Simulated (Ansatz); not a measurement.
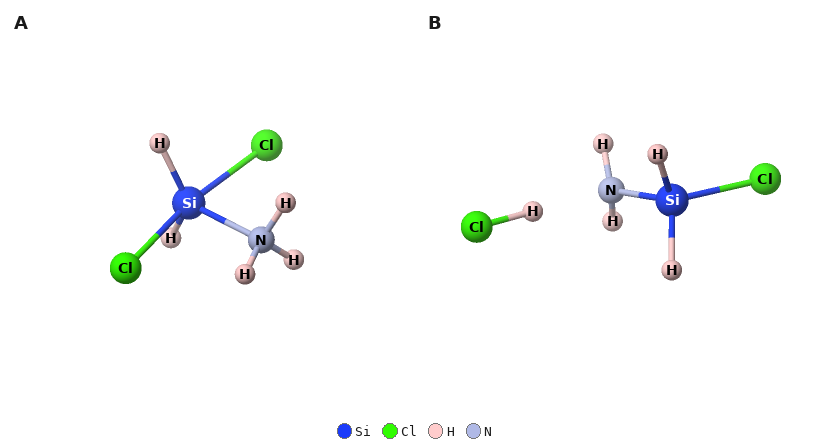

2 stationary structures of one formula. Geometries: PBE0-D4/def2-TZVP. Electronic energies: CCSD(T)/CBS (MP2 limit from def2-TZVPP and def2-QZVPP plus CCSD(T) − MP2) (Ansatz 0.2.0), without zero-point energy. Each is one conformer, not always the lowest.

Which structure is the most stable?

Answer. A is lowest (a saddle point of order 1); B lies 0.109 eV above it (a minimum).
